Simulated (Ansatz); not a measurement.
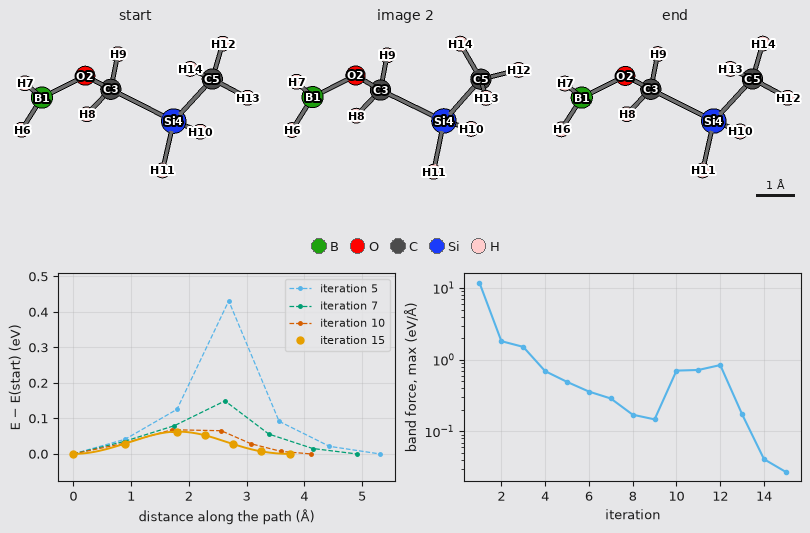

A nudged-elastic-band calculation for C2H9BOSi. Images are numbered from 0 (start) to 6 (end). The plot follows the band through its iterations. Style: ball-and-stick. Shown from a free direction.

Level of theory: RKS PBE-D4/def2-SVP (Ansatz 0.2.0). Run with 5 movable images; climbing image; force threshold 0.03 eV/Å; iteration limit 60; starting path through a guess of the saddle point.

**How did the profile develop, and is the result final?**

The result is final at these settings. The band converged in 15 iterations. The largest component of the band force went from 12 to 0.027 eV/Å. The climbing image converged on the top of the path. Its vibrational analysis gives one imaginary mode (159i cm⁻¹), as a transition state must have. The first iteration put the highest image at 4.663 eV. The two ends have the same energy, and the highest point, image 2, lies 0.063 eV above the start.

Cost: 3 min on 2 threads of Arm Neoverse V2 (shared host), peak memory 0.16 GiB.
